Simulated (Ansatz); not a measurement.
**BH3S2: ladder of methods at one geometry**

How do the methods compare on BH3S2, in result and in cost? A script is to give a ladder of methods at one geometry; the system is BH3S2. SMILES: SBS.

Program: the Python package of Ansatz 0.2.0. The levels of theory stand in the script. These are calculated values, not measurements.

### Step 1. Starting point

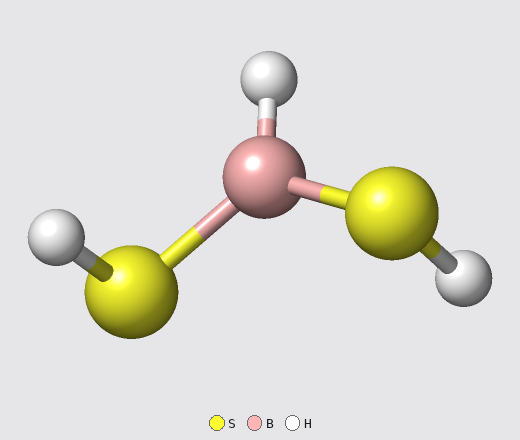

The starting structure, viewed from a chosen angle; sulfur yellow, boron pink, hydrogen white.

The script reads bh3s2.xyz:

```xyz
6

S    -1.39830   -0.34770   -0.85530
B     0.23660   -0.37050   -0.03810
S     0.83310    1.11640    0.92350
H    -0.82400    0.22850   -2.05750
H     0.90840   -1.34580   -0.14570
H     0.28630    0.65500    2.12700
```

### Step 2. The code

File bh3s2.py:

```python
from pathlib import Path
import warnings

import ansatz as az
import numpy as np


def main() -> None:
    warnings.simplefilter('ignore', az.DeckWarning)

    geometry = az.Crystal.molecule_from_extxyz('bh3s2.xyz')

    setup = geometry.calculation().basis(gaussian='def2-SVP')

    print('functional    E (Ha)        dipole (D)   HOMO (eV)  LUMO (eV)')
    for name in ['lda', 'pbe', 'lc_wpbe', 'blyp', 'hf', 'pbe0']:
        data = setup.functional(name).forces().orbitals().run(runs_dir='runs').report
        lines = Path(data['orbitals_path']).read_text().splitlines()
        field_of = lambda key: [line.split('=')[1].strip() for line in lines if line.startswith(key)]
        orbitals = [(27.211386 * float(e), s, float(n)) for e, s, n in zip(field_of('Ene='), field_of('Spin='), field_of('Occup='))]
        homo = max(e for e, _, n in orbitals if n > 0.5)
        lumo = min(e for e, _, n in orbitals if n < 0.5)
        dipole = 4.803205 * np.linalg.norm(data['charge_distribution']['dipole_moment_e_ang'])
        print(f'{name:10s} {data["free_energy_ev"] / 27.211386246:14.6f} {dipole:9.3f} {homo:11.3f} {lumo:10.3f}')


if __name__ == '__main__':
    main()
```

### Step 3. Launch

Command:

```console
> python bh3s2.py
```

The log of the run:

```text
functional    E (Ha)        dipole (D)   HOMO (eV)  LUMO (eV)
lda           -819.705786     0.235      -5.580     -3.723
pbe           -822.370969     0.287      -5.513     -3.524
lc_wpbe       -822.508650     0.553      -9.558     -0.269
blyp          -822.733057     0.256      -5.272     -3.268
hf            -821.222149     0.679      -9.628      1.195
pbe0          -822.447218     0.424      -6.795     -2.586
```

Wall time 7.8 s (1 thread of Arm Neoverse V1, shared host); peak memory 0.19 GiB.

### Step 4. The runs side by side

The 6 runs, in the order started:

| run | functional | energy (eV) | SCF cycles | CPU time (s) |
| --- | --- | --- | --- | --- |
| 1 | lda | -22305.3307 | 14 | 0.81 |
| 2 | pbe | -22377.8541 | 14 | 1.3 |
| 3 | lc_wpbe | -22381.6006 | 16 | 1.7 |
| 4 | blyp | -22387.7070 | 14 | 1.3 |
| 5 | hf | -22346.5931 | 12 | 0.5 |
| 6 | pbe0 | -22379.9289 | 17 | 1.6 |

Totals under unlike functionals or potentials can't be compared directly.

The fields below are those of run 1.

### Step 5. The molecule's orbitals and density

Orbitals, density, ELF and potential are computed afterwards from the orbital file.

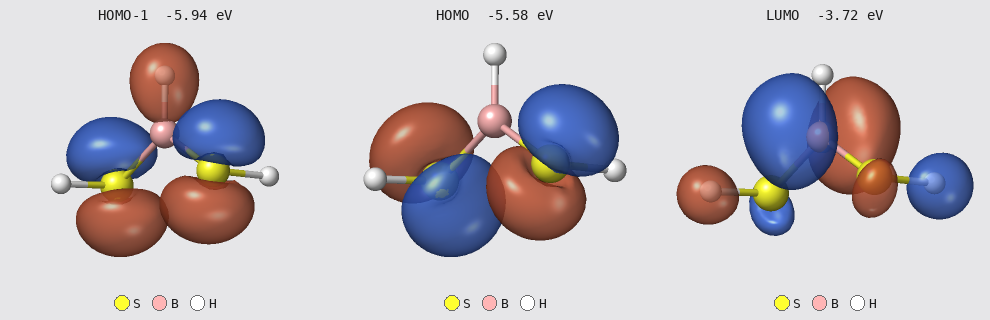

Frontier orbitals at LDA/def2-SVP; each surface holds 70 % of the orbital's density, blue and red mark the sign.

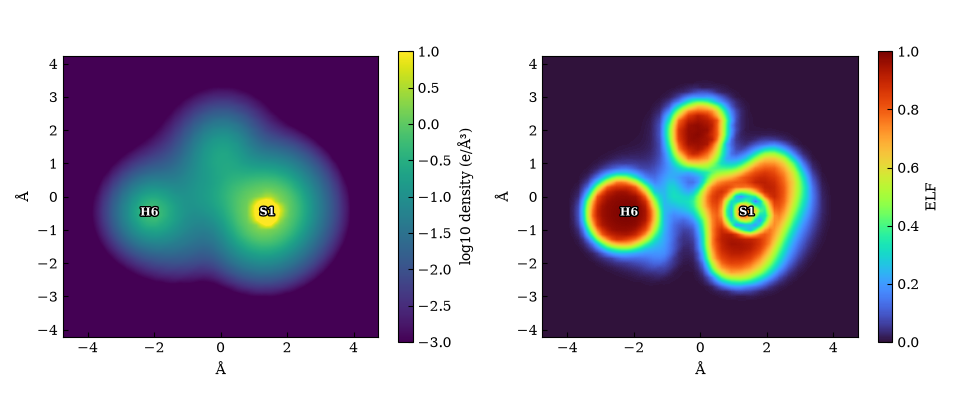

Density (left) and ELF (right) in a plane through or near 2 of the atoms.

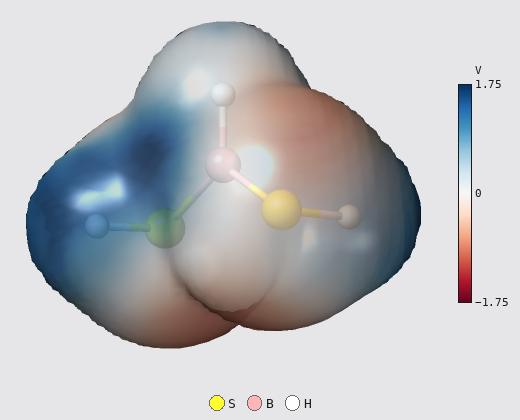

The potential that a unit positive charge feels on the 0.002 e/bohr³ surface, from -0.98 V near S3 to 1.75 V near H4.

### Step 6. Outcome

| quantity | value |
| --- | --- |
| runs compared | 6 |
| HOMO-LUMO gap of the mean field (LDA/def2-SVP) | 1.86 eV |

**Reading.** All 6 runs converged, in 12 to 17 cycles. What to keep in mind:
- The geometry is a force-field or estimated start, not a minimum of this method, and the basis set is short of its limit. A lower total doesn't mark the better method: functionals have no common bound, and MP2 and coupled cluster aren't variational.
- Levels such as HOMO and LUMO are orbital energies: with these approximate functionals they aren't the ionisation energy and electron affinity, and their gap isn't the fundamental gap.
